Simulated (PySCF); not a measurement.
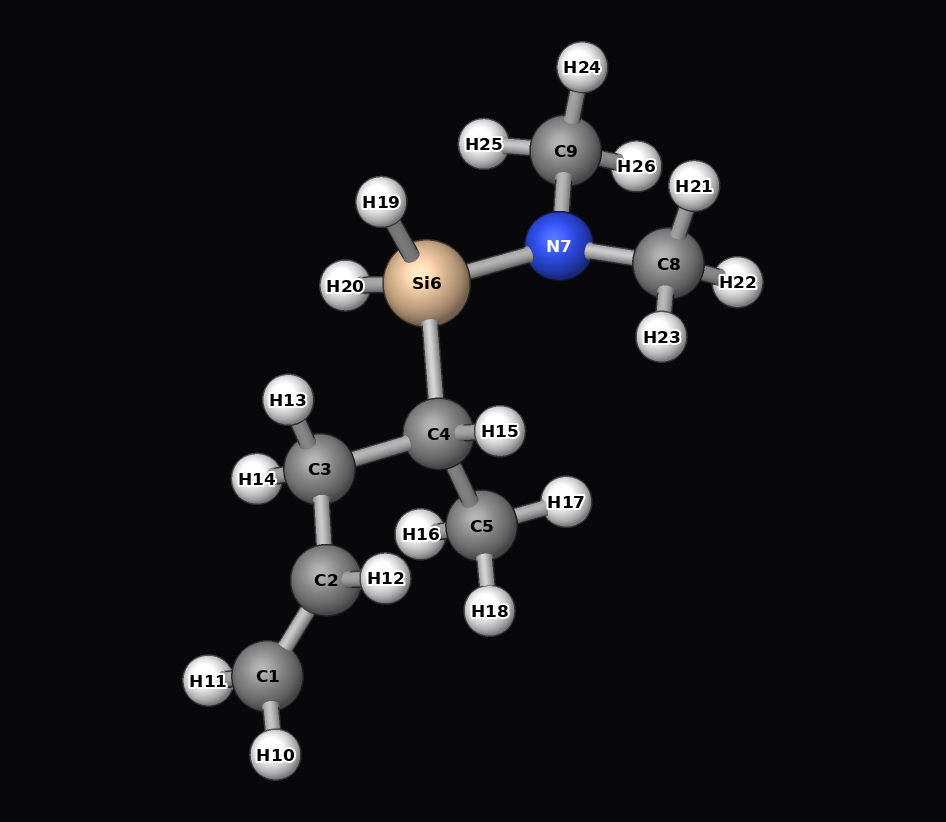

Computed geometry: GFN2-xTB optimisation. No frequency run is at hand to confirm it as a minimum. Level of theory: GIAO PBE0/pcSseg-1 NMR shielding, non-relativistic, gas phase (PySCF 2.14.0). Principal shieldings σ11 ≤ σ22 ≤ σ33, span Ω = σ33 − σ11, skew κ = 3(σiso − σ22)/Ω.

Give the shielding tensors of the Si atoms.

| atom | σ11 | σ22 | σ33 | σiso | Ω | κ |
| --- | --- | --- | --- | --- | --- | --- |
| Si6 | 311.3 | 345.1 | 439.6 | 365.3 | 128.3 | 0.47 |

Shieldings and span in ppm.

The geometry is semi-empirical. Around Si such bond lengths and angles can be off by a tenth of an ångström or more and by several degrees, and values that hang on the shape move with them.
